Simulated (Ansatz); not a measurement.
Start from CdTe in the zinc blende structure (space group F-43m, No. 216; a = 6.618 Å).

The change: cell and atoms relaxed at a pressure of 2.1 GPa.

The values are results of plane-wave PAW DFT at the PBE level (Ansatz, an electronic-structure program, 420 eV), without spin-orbit coupling, not measurements.

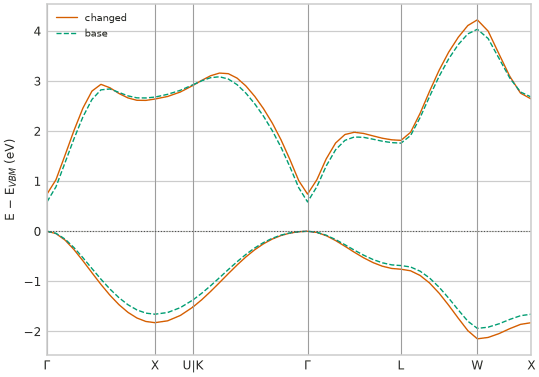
*Highest valence and lowest conduction band along the path, each from its own valence-band maximum*

Task: Read the changed gap and its character from the plot.

Result: About 0.7 eV, direct at Γ.

Spin-orbit coupling, missing from the scalar runs, can matter with Te. Load acts through the strain it causes; cell and atoms are relaxed under it. Whether these cells are dynamically stable was not tested. Tetrahedral semiconductors of this kind turn to denser phases somewhere between about 1 and 50 GPa; those were not computed, so compressed cells here can lie past the real transition.
